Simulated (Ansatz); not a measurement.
Consider B$_{2}$H$_{2}$O$_{2}$ (SMILES O=BBO).

The calculation's input:

```
crystal:
  periodic: [false, false, false]
  atoms:
    - {symbol: B, position_ang: [-1.674313, -0.957132, 0.035458]}
    - {symbol: B, position_ang: [-0.044900, -1.037465, -0.404716]}
    - {symbol: O, position_ang: [-2.845830, -0.896317, 0.298578]}
    - {symbol: O, position_ang: [0.863534, -1.150540, 0.578998]}
    - {symbol: H, position_ang: [0.289969, -0.994992, -1.555426]}
    - {symbol: H, position_ang: [1.772228, -1.191415, 0.266183]}
basis:
  gaussian: {orbitals: def2-TZVPD}
output: {forces: true, orbitals: {seedname: orbitals}}
hamiltonian: {xc: pbe0}
```

Launched as:

```sh
ansatz run input.yaml --threads 2 --pin off --max-ram 4350MiB --events-out events.jsonl --progress --plain --runs-dir runs
```

Geometry: PBE0-D4/def2-TZVP.

Method: isolated molecule in a Gaussian basis; Kohn-Sham density functional theory, functional PBE0 (Ansatz).

> What can the converged electron density and electron localisation function tell about the bonding?

B–O (1.20 Å): the density is about 3.2 e/Å³ at the midpoint; the ELF peaks at about 0.85 between the atoms (a short, strongly polar bond).
B–B (1.69 Å): ρ is about 1.1 e/Å³ halfway; the ELF peaks at about 1 between the atoms: a shared electron pair.
O–H (0.96 Å): ρ at the midpoint is about 3.8 e/Å³; the ELF climbs to about 1 towards the hydrogen, as it does in any bond to H; an ordinary covalent bond to hydrogen.
B–O (1.34 Å): ρ is about 2.2 e/Å³ halfway; the ELF peaks at about 0.90 between the atoms: a polar covalent bond.

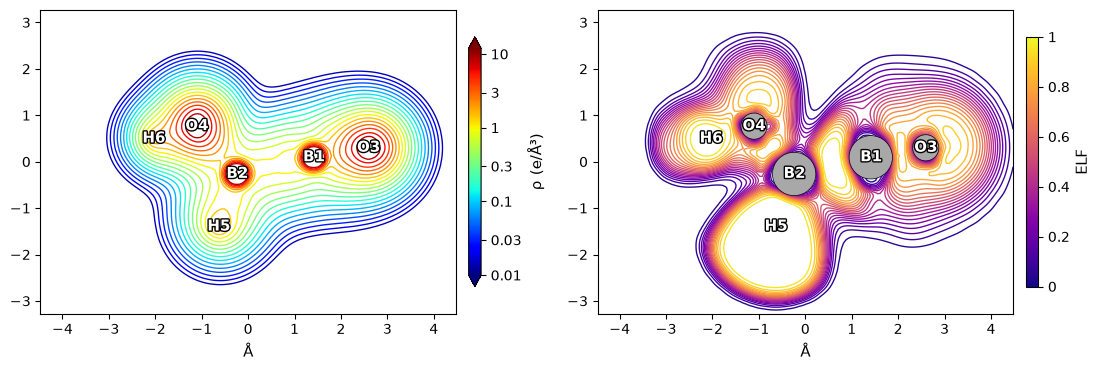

Computed electron density and electron localisation function on the molecular plane, in this order. Grey discs cover the atomic cores in the ELF map. 
